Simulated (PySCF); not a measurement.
Molecule: SMILES CC[SiH2]c1ccccc1 (C8H12Si). Atoms near the plane z = 1.2 Å, at the GFN2-xTB optimised geometry (x, y, z in Å): Si3 (-1.4, -2.0, -0.1), C4 (-0.5, -0.3, 0.0), C5 (0.9, -0.3, 0.0), C6 (1.6, 0.8, 0.0), C7 (1.0, 2.1, 0.0), C8 (-0.4, 2.1, 0.0), C9 (-1.1, 0.9, 0.0), H15 (-0.7, -3.0, 0.6), H16 (-2.7, -1.8, 0.6), H17 (1.5, -1.3, 0.0), H18 (2.7, 0.8, 0.0), H19 (1.5, 3.0, 0.0), H20 (-0.9, 3.0, 0.0), H21 (-2.2, 0.9, 0.0).

Computed with PBE/def2-SVP run with PySCF. The values are rescaled to run from 0 to 1.

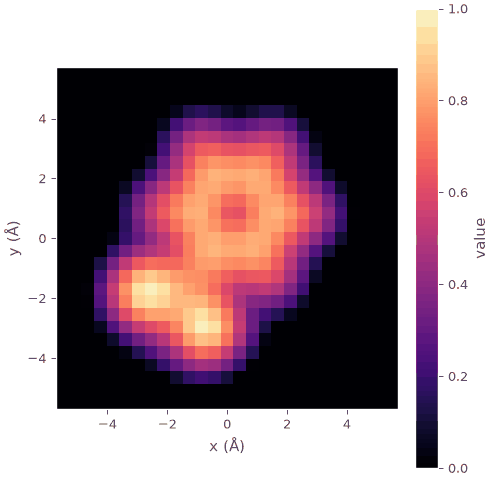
Figure. a field on the plane z = 1.2 Å.

Question: Which quantity is mapped?
A) Laplacian of the electron density
B) electron localisation function
C) deformation density (molecule minus spherical neutral atoms)
D) log10 of the electron density

Answer: D, log10 of the electron density. In full: log10 of the electron density (e/bohr³), floored at −4.
